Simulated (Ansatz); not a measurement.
```xyz
7

Sn    0.3113    0.0000   -0.1569
H     0.1853    0.0000    1.5557
H     1.9698    0.0000   -0.5771
H    -0.4482    1.4030   -0.7670
H    -0.4482   -1.4030   -0.7670
Br   -3.3487    0.0000    1.8759
H    -1.9731    0.0000    2.2446
```

Core potentials replace the inner electrons of Sn.

Level of theory: Ansatz 0.2.0, RKS PBE0-D4/def2-SVP.

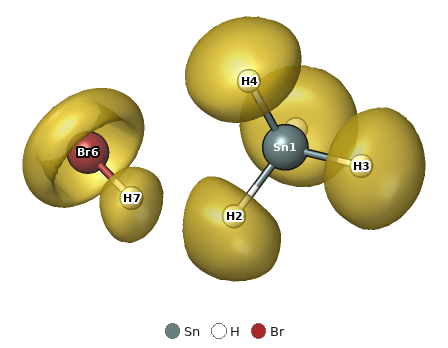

H4Sn···HBr. Isosurface of the ELF at 0.85 (yellow), seen at a tilt. Only the valence region is drawn (cores and ρ < 0.01 e/Å³ removed).

Describe the localisation domains.

Answer. The surface consists of five regions around hydrogen nuclei and one ring or bowl of non-bonding electrons around Br. Along the contacts the grid gives the following. Sn1···H7 (3.31 Å): the ELF dips to about 0 between them; a non-bonded, intermolecular contact. Br–H (1.42 Å): the ELF climbs to about 1 towards the hydrogen, as it does in any bond to H.
